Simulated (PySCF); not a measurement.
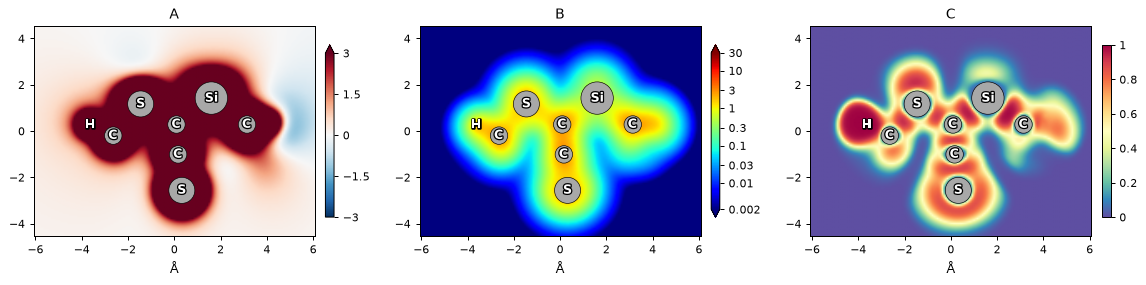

C₄H₆O₂S₂Si: 3 fields on the plane of atoms C4, C3 and Si6, with unlabelled colour scales. Grey discs cover the atomic cores.

Geometry: GFN2-xTB.

Computed with PBE0/pcSseg-1, SCF density, gas phase, non-relativistic in PySCF.

Q: Which field does each panel show? The fields are: electron density, electron localisation function and electrostatic potential.

A: Panel A: electrostatic potential (strongly positive close to the atoms, with negative regions outside electron-rich atoms). Panel B: electron density. Panel C: electron localisation function. From the grid: C–C (1.29 Å): ρ is about 2.4 e/Å³ halfway; the ELF peaks at about 0.90 between the atoms (a multiple bond). C–S (1.56 Å): ρ is about 1.7 e/Å³ halfway; the ELF peaks at about 0.90 between the atoms; a covalent bond.
